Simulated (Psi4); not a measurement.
# MP2/cc-pV(D+d)Z (density fitting, density fitting for correlation, sweep point 2) run of Si2H6O (SMILES [SiH3]O[SiH3])

Aim: the vertical ionisation energy of Si2H6O at MP2/cc-pV(D+d)Z (density fitting, density fitting for correlation, sweep point 2), from 2 runs. 

The results are computed with Psi4 1.11.

## Step 1: The structure to begin with

Si2H6O: 9 atoms, total charge 0, spin state singlet. SMILES: `[SiH3]O[SiH3]`. The coordinates come from a PBE0-D4/def2-TZVP relaxation.

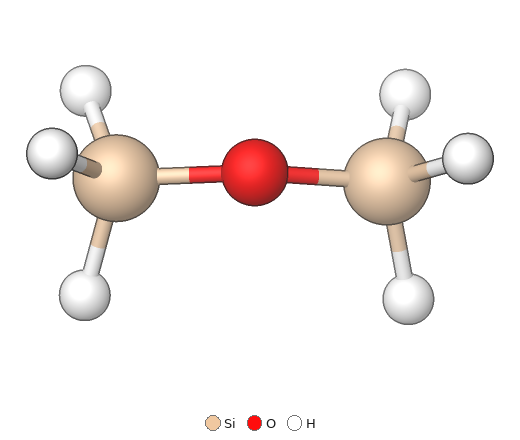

Viewed from a chosen angle; silicon light orange, oxygen red, hydrogen white.

## Step 2: The energy at MP2/cc-pV(D+d)Z (density fitting, density fitting for correlation, sweep point 2)

Contents of h6osi2.dat:

```
memory 1600 MB

molecule {
  0 1
  Si    -0.710290     1.052660    -0.919520
  O      0.425550     0.090990    -0.245380
  Si     0.775570    -1.038810     0.881750
  H     -1.787270     0.226580    -1.525660
  H     -0.060640     1.872420    -1.970220
  H     -1.306170     1.942760     0.111330
  H      2.224270    -1.343130     0.800010
  H     -0.009310    -2.275600     0.628780
  H      0.448290    -0.527870     2.238910
  symmetry c1
}

set {
  basis cc-pV(D+d)Z
  puream true
  scf_type df
  num_frozen_docc 11
}

energy_value, wavefunction = energy('mp2', return_wfn=True)
print_variables()
```

The run is started by

```console
$ psi4 -n 1 h6osi2.dat h6osi2.out
```

h6osi2.out:

```text
[...]
  Running in c1 symmetry.
[...]
  Nuclear repulsion =  159.419028914662164
[...]
  Multiplicity = 1
[...]
  Nalpha       = 21
  Nbeta        = 21
[...]
    Number of basis functions: 90
[...]
   @DF-RHF iter   1:  -656.21946315989021   -7.86300e-01   4.54689e-03 ADIIS/DIIS
[...]
   @DF-RHF iter   9:  -656.30842715953349   -3.01270e-11   9.21617e-09 DIIS
[...]
    Orbital Energies [Eh]
    ---------------------
    Doubly Occupied:
       1A    -68.811506     2A    -68.811505     3A    -20.560756
       4A     -6.154447     5A     -6.154423     6A     -4.262265
       7A     -4.262256     8A     -4.260472     9A     -4.260462
      10A     -4.260457    11A     -4.260451    12A     -1.344933
      13A     -0.796250    14A     -0.683333    15A     -0.594604
      16A     -0.587615    17A     -0.586537    18A     -0.485256
      19A     -0.484857    20A     -0.451715    21A     -0.448480
[...]
  @DF-RHF Final Energy:  -656.30842715953349
   => Energetics <=
    Nuclear Repulsion Energy =            159.4190289146621637
    One-Electron Energy =               -1226.4097533777796798
    Two-Electron Energy =                 410.6822973035838800
    Total Energy =                       -656.3084271595334940
[...]
 Multipole Moments:
 ------------------------------------------------------------------------------------
     Multipole            Electronic (a.u.)      Nuclear  (a.u.)        Total (a.u.)
 ------------------------------------------------------------------------------------
 L = 1.  Multiply by 2.5417464519 to convert [e a0] to [Debye]
 Dipole X            :          0.9014254           -1.0486308           -0.1472054
 Dipole Y            :          0.1927286           -0.2239048           -0.0311761
 Dipole Z            :         -0.5198338            0.6050292            0.0851954
 Magnitude           :                                                    0.1729151
[...]
```

Wall time 5.1 s (1 thread of Intel Xeon at 2.70GHz, shared host); peak memory 0.29 GiB.

## Step 3: The doublet cation at the same level

Contents of h6osi2.in:

```
memory 1600 MB

molecule molecule1 {
  1 2
  Si    -0.710290     1.052660    -0.919520
  O      0.425550     0.090990    -0.245380
  Si     0.775570    -1.038810     0.881750
  H     -1.787270     0.226580    -1.525660
  H     -0.060640     1.872420    -1.970220
  H     -1.306170     1.942760     0.111330
  H      2.224270    -1.343130     0.800010
  H     -0.009310    -2.275600     0.628780
  H      0.448290    -0.527870     2.238910
  symmetry c1
}

set {
  basis           cc-pV(D+d)Z
  reference       uhf
  puream          true
  scf_type        df
  num_frozen_docc 11
  maxiter         100
}

result, w = energy('mp2', return_wfn=True)
print_variables()
```

The run is started by

```console
$ psi4 -i h6osi2.in -o h6osi2.out -n 1
```

h6osi2.out:

```text
[...]
  Running in c1 symmetry.
[...]
  Nuclear repulsion =  159.419028914662164
[...]
  Multiplicity = 2
[...]
  Nalpha       = 21
  Nbeta        = 20
[...]
    Number of basis functions: 90
[...]
   @DF-UHF iter   1:  -655.79833507684839   -3.65171e-01   3.91096e-03 ADIIS/DIIS
[...]
   @DF-UHF iter  22:  -655.91666525476694   -4.66116e-12   5.28646e-09 DIIS
[...]
   @S^2 Observed:                7.714651020E-01
[...]
    Orbital Energies [Eh]
    ---------------------
    Alpha Occupied:
       1A    -69.030907     2A    -69.030907     3A    -20.973099
       4A     -6.379835     5A     -6.379808     6A     -4.488659
       7A     -4.488654     8A     -4.484227     9A     -4.484222
      10A     -4.483977    11A     -4.483967    12A     -1.764062
      13A     -1.125279    14A     -1.027787    15A     -0.966477
      16A     -0.887227    17A     -0.852840    18A     -0.706966
      19A     -0.699588    20A     -0.689073    21A     -0.678775
    Alpha Virtual:
      22A     -0.086553    23A     -0.020061    24A     -0.013497
      25A     -0.005645    26A      0.001053    27A      0.021509
[...]
  @DF-UHF Final Energy:  -655.91666525476694
   => Energetics <=
    Nuclear Repulsion Energy =            159.4190289146621637
    One-Electron Energy =               -1215.7849007548024929
    Two-Electron Energy =                 400.4492065853733607
    Total Energy =                       -655.9166652547669401
  UHF NO Occupations:
  HONO-2 :   19  A 1.9985388
  HONO-1 :   20  A 1.9938756
[...]
 Multipole Moments:
 ------------------------------------------------------------------------------------
     Multipole            Electronic (a.u.)      Nuclear  (a.u.)        Total (a.u.)
 ------------------------------------------------------------------------------------
 L = 1.  Multiply by 2.5417464519 to convert [e a0] to [Debye]
 Dipole X            :          0.8089520           -1.0486308           -0.2396788
 Dipole Y            :          0.1544178           -0.2239048           -0.0694870
 Dipole Z            :         -0.4879884            0.6050292            0.1170409
 Magnitude           :                                                    0.2756319
[...]
```

Wall time 9.6 s (1 thread of Intel Xeon at 2.70GHz, shared host); peak memory 0.29 GiB.

## Step 4: Outcome

Level: MP2/cc-pV(D+d)Z (density fitting, density fitting for correlation, sweep point 2), 11 core orbitals frozen.

| quantity | value |
| --- | --- |
| singlet Si2H6O: total energy | -656.69693 Eh |
| singlet Si2H6O: HOMO energy (Hartree–Fock orbitals) | -12.20 eV |
| singlet Si2H6O: LUMO energy (Hartree–Fock orbitals) | 3.56 eV |
| singlet Si2H6O: HOMO–LUMO gap (Hartree–Fock orbitals) | 15.77 eV |
| singlet Si2H6O: correlation energy (11 core orbitals frozen) | -388.5 mEh |
| doublet cation: total energy | -656.26400 Eh |
| doublet cation: HOMO energy (Hartree–Fock orbitals) (highest over α and β) | -18.13 eV |
| doublet cation: LUMO energy (Hartree–Fock orbitals) (lowest over α and β) | -8.47 eV |
| doublet cation: correlation energy (11 core orbitals frozen) | -347.3 mEh |
| doublet cation: ⟨S²⟩ of the reference determinant | 0.771 |
| vertical ionisation energy (to the doublet cation) | 11.781 eV |

**Reading.** Removing an electron at fixed nuclei costs 11.78 eV (1137 kJ/mol).
